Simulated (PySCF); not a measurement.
Cl₄Hf, SMILES `Cl[Hf](Cl)(Cl)Cl`.

PySCF calculation, PBE0/def2-TZVP, gas phase; geometry: GFN2-xTB. Core potentials replace the inner electrons of Hf; spin–orbit coupling isn't included. This is a single-reference result, which may miss multireference character in this system. No frequency check shows the geometry to be a minimum. A basis without diffuse functions makes polarisabilities too small. GFN2-xTB bond lengths at metals and heavier atoms can be off by up to 0.1 Å and shapes distorted, which carries into these values.

Coordinates in Å:

```
Cl1      1.2962   -0.9953   -1.5376
Hf2     -0.0001   -0.0000    0.0001
Cl3      1.2962    0.9953    1.5374
Cl4     -1.2959   -1.5383    0.9946
Cl5     -1.2959    1.5383   -0.9949
```

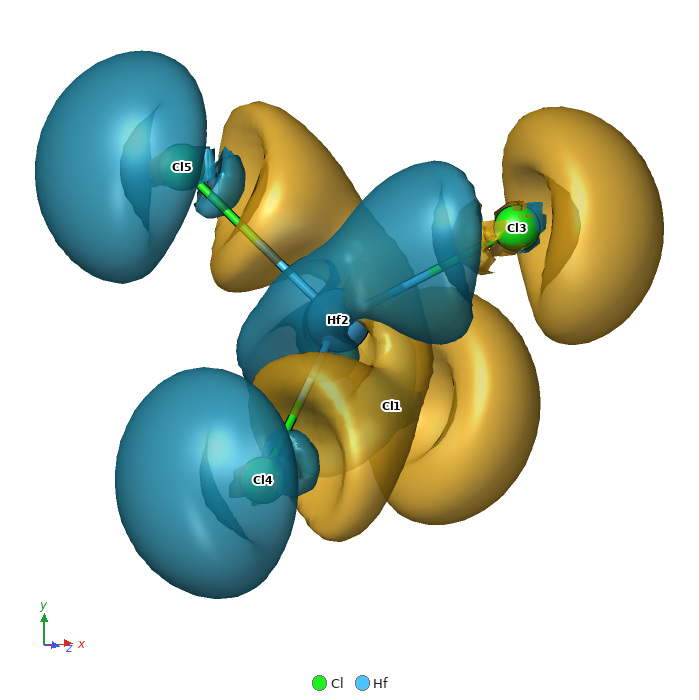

Change of the electron density in a uniform field of 0.21 V/Å, surfaces at ±0.0015 e/Å³ (yellow: gain, teal: loss).

The field was applied in both directions; the picture shows the one opposite to the script's first.

**Along which Cartesian direction does the field point?**

Along −x: electrons gather on the +x side, against the field.

**How large is the response?**

The induced dipole is 0.83 D (along the field); α along this axis, from the fields in both directions, is 82 bohr³ (12.1 Å³).

The PySCF run took 28 s on 1 thread of Intel(R) Xeon(R) 6975P-C (Granite Rapids), with other jobs on the host, peak memory 0.93 GiB.
